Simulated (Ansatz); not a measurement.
The reference is BN in the zinc blende structure (space group F-43m, No. 216; a = 3.6247 Å).

The change: cell and atoms relaxed at a pressure of 0.7 GPa.

Calculations: Ansatz (a first-principles code), PBE, PAW, cutoff 420 eV, scalar-relativistic without spin-orbit coupling.

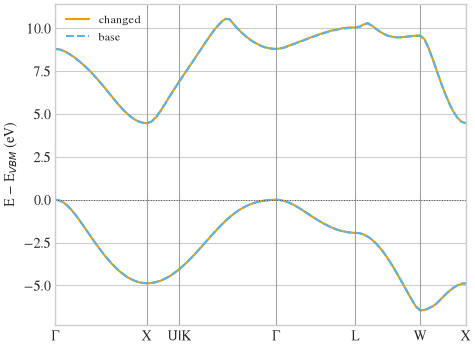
Highest valence and lowest conduction band along the path, each from its own valence-band maximum

The gap is 4.46 eV, indirect, Γ → X; the base has 4.46 eV.

Load acts through the strain it causes; cell and atoms are relaxed under it. No phonon test of stability was made.
